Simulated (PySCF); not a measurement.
C3H6S, SMILES C/C=C\S, singlet at its CAM-B3LYP/def2-SVP optimised geometry (Å):

```
10

C      1.4812    -0.8773     0.0000
C     -0.0196    -0.8773     0.0000
C     -0.8018     0.2055     0.0000
S     -0.3254     1.8995     0.0001
H      1.8899    -0.3668     0.8890
H      1.8820    -1.8995    -0.0029
H      1.8898    -0.3617    -0.8860
H     -0.5275    -1.8462     0.0001
H     -1.8899     0.0985    -0.0001
H      1.0093     1.7182     0.0007
```

Level of theory: PySCF with CAM-B3LYP/def2-TZVP. Cells within 0.4 Å of a nucleus heavier than hydrogen are left out (blank, or x).

Map of the log10 of the electron density (e/bohr³), floored at −4 on the plane z = 0.0 Å:

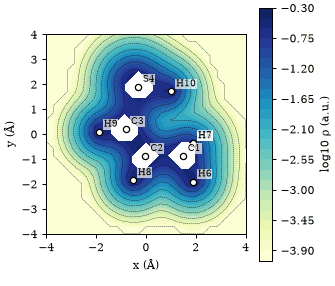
*Log10 of the electron density (e/bohr³), floored at −4 on the plane z = 0.0 Å.*
